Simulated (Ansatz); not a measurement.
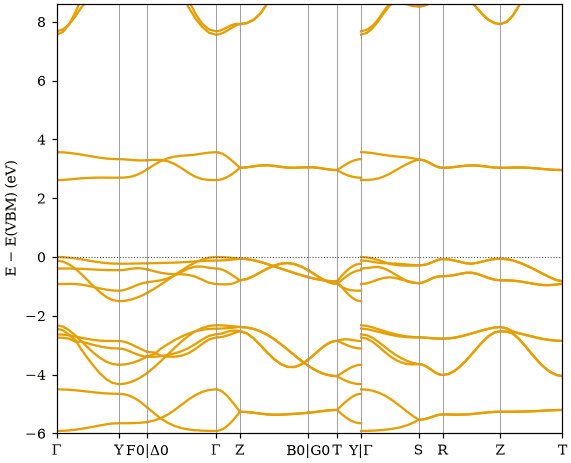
*Band structure from r²SCAN+D4 in the plane-wave PAW code Ansatz*

Read off the gap and where the band edges lie.

About 2.6 eV (2.62 eV by a search for the band edges); maximum at Γ, minimum at Γ.

The material is Cl (molecular I2 type, Cmce).

The cell was relaxed with r²SCAN+D4 under the symmetry of its start. The substance is a gas or liquid at ambient conditions; this is its low-temperature solid.

Potentials: the earlier of the program's two PAW sets.
